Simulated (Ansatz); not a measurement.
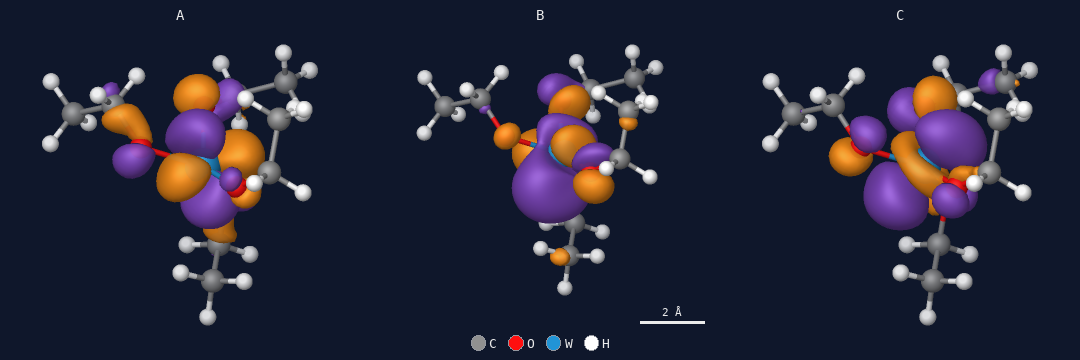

C₈H₂₀O₄W (triplet). Three frontier orbitals at ±0.1 Å⁻³ᐟ² (orange and purple are the two phases), in no order.

Geometry: PBE-D3(BJ)/def2-SVP; core potentials replace the inner electrons of W.

Computed with isolated molecule in a Gaussian basis; Kohn-Sham density functional theory, functional PBE0 (Ansatz).

| atom | x (Å) | y (Å) | z (Å) |
| --- | --- | --- | --- |
| C | -0.7853 | 2.1443 | 1.1485 |
| C | 0.1720 | 2.1362 | 2.3355 |
| C | 1.3698 | 1.5242 | -2.4437 |
| C | 2.0789 | 0.3064 | -3.0287 |
| C | 2.1626 | -2.0768 | 1.2237 |
| C | 1.4600 | -1.8013 | 2.5460 |
| C | -2.7852 | -1.3331 | -0.2768 |
| C | -3.7034 | -0.7832 | -1.3594 |
| O | -1.0687 | 0.8382 | 0.6680 |
| O | 0.8295 | 1.3178 | -1.1461 |
| O | 1.5070 | -1.4829 | 0.1179 |
| O | -1.4374 | -1.3877 | -0.7331 |
| W | 0.1118 | -0.3097 | -0.3663 |
| H | -1.7595 | 2.5919 | 1.4492 |
| H | -0.3615 | 2.7627 | 0.3251 |
| H | 0.3245 | 3.1633 | 2.7262 |
| H | 1.1640 | 1.7384 | 2.0346 |
| H | -0.2216 | 1.5044 | 3.1581 |
| H | 2.0837 | 2.3759 | -2.3680 |
| H | 0.5531 | 1.8545 | -3.1281 |
| H | 2.5038 | 0.5446 | -4.0255 |
| H | 1.3775 | -0.5458 | -3.1624 |
| H | 2.9062 | -0.0295 | -2.3708 |
| H | 3.2095 | -1.6976 | 1.2518 |
| H | 2.2169 | -3.1723 | 1.0335 |
| H | 2.0018 | -2.2933 | 3.3791 |
| H | 0.4207 | -2.1888 | 2.5309 |
| H | 1.4165 | -0.7132 | 2.7556 |
| H | -2.8452 | -0.7011 | 0.6373 |
| H | -3.0849 | -2.3701 | -0.0023 |
| H | -4.7592 | -0.7875 | -1.0184 |
| H | -3.6333 | -1.3903 | -2.2846 |
| H | -3.4250 | 0.2614 | -1.6068 |

Which picture is the HOMO−1, the HOMO and the LUMO? All are α orbitals.

Answer. C is the HOMO−1 (α) (−5.17 eV). By Hirshfeld shares it lies mainly on W13 (about 60 %), O9 (about 15 %) and O12 (about 5 %). A is the HOMO (α) (−4.68 eV). It lies mainly on W13 (about 65 %), O10 (about 10 %), O9 (about 5 %) and O12 (about 5 %). B is the LUMO (α) (−0.66 eV). By Hirshfeld shares it lies mainly on W13 (about 65 %), O11 (about 10 %) and O9 (about 10 %).

What is the gap between the highest occupied and lowest empty α orbitals?

Answer. 4.02 eV between the orbital energies.
